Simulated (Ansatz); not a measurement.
HfC (rock salt)

```
CELL_PARAMETERS angstrom
      0.00000     4.65154     4.65154
      2.32577     2.32577     4.65154
      2.32577     2.32577     0.00000
ATOMIC_POSITIONS crystal
  C  0.00000 0.00000 0.00000
  C  0.50000 0.00000 0.00000
  Hf 0.00000 0.50000 0.50000
  Hf 0.50000 0.50000 0.50000
```

A phonon eigenvector at X = (0.5, 0.5, 0.0) is frozen into this cell: atom i moves by Q times the vector below, so Q is the largest atomic displacement, in Å. The cell is held. (q is in reciprocal vectors of the primitive cell; the cell shown is doubled to hold the pattern.)

```csv
atom,x,y,z
C1,0.000,0.000,1.000
C2,0.000,0.000,-1.000
Hf3,0.000,0.000,0.001
Hf4,0.000,0.000,-0.001
```

These are PBE (plane waves to 420 eV, PAW, scalar-relativistic; Ansatz, an electronic-structure program) values and carry that method's errors. k mesh 17×17×17 (Γ-centred), Fermi-Dirac smearing 0.05 eV. E stands for the smeared free energy. With partly filled bands, energies and forces of such displacements shift with the k mesh and the smearing. HfC is run without spin polarisation. HfC was relaxed with its symmetry unable to fall. Spin-orbit coupling is left out, though Hf is heavy. ΔE is measured from the undisplaced structure.

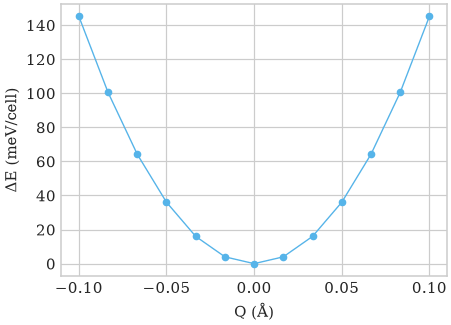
Fig. 1. ΔE (meV/cell) against Q (Å); one marker a computed point.

The energy at Q = 0.100 Å comes out as 145 meV/cell. Harmonic wavenumber from the curvature (finite differences): 571 cm⁻¹. Wavenumber by perturbation theory (DFPT, on another k mesh): 571 cm⁻¹. Space group of the distorted cell: P4/nmm (No. 129), lowered from Fm-3m. Symmetry of the curve: even: the same for both signs.

E″ = 28.80 eV/Å², M = Σ mᵢ|uᵢ|² = 24.0 u, ν̃ = 521.5·√(|E″|/M).

(For displaced atoms, the force is minus the slope of the energy, and its curvature is a force constant, which sets phonon frequencies.)
